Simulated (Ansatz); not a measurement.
Phonons of a relaxed structure of KCl by density-functional perturbation theory (low response-accuracy setting, no LO–TO term) at Γ and zone-boundary points with q components 0 or ½ of the primitive reciprocal vectors. Method: PBE (plane waves to 420 eV, PAW, scalar-relativistic; Ansatz, a quantum-chemistry and plane-wave program). Γ-centred k-mesh 8×8×8, Fermi–Dirac smearing 0.05 eV.

```
CELL_PARAMETERS angstrom
      0.00000     3.19058     3.19058
      3.19058     0.00000     3.19058
      3.19058     3.19058     0.00000
ATOMIC_POSITIONS crystal
  Cl 0.00000 0.00000 0.00000
  K  0.50000 0.50000 0.50000
```

Space group Fm-3m (No. 225), rock salt type.

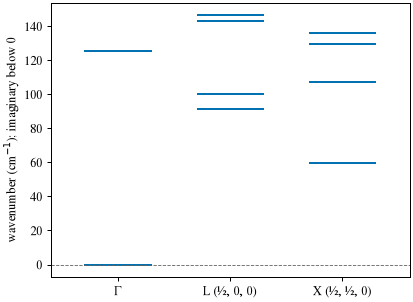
*Phonon wavenumbers at the sampled wavevectors*

### Question
Is the structure stable at these points, and where is the highest mode?

### Answer
No instability shows at these points (nothing beyond 15i cm⁻¹, the threshold used here). Other wavevectors were not sampled, so this does not prove stability. The highest mode lies near 145 cm⁻¹.

```
q            wavenumbers (cm⁻¹; i marks imaginary)
-----------  -------------------------------------
Γ                                 0 (×3), 125 (×3)
L (½, 0, 0)            92 (×2), 100 (×2), 143, 146
X (½, ½, 0)            60 (×2), 107, 130 (×2), 136
```

No spin polarisation in the result.
